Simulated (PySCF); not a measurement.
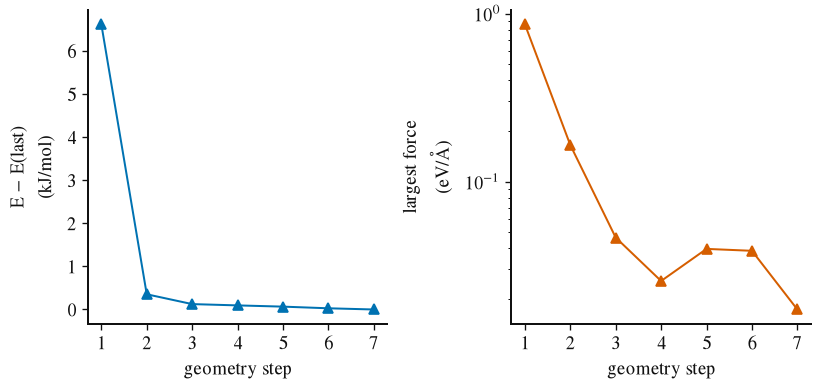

History of a geometry optimisation. The run: n-PeOEt (SMILES CCCCCOCC), by PySCF, PBE0-D3(BJ)/def2-SVP, geometry optimisation.

The optimisation met its thresholds at geometry 7, counting the start as the first. The energy fell by about 6.6 kJ/mol from the first step to the last. The largest force goes from about 0.86 eV/Å at the start to 0.017 eV/Å at the end.
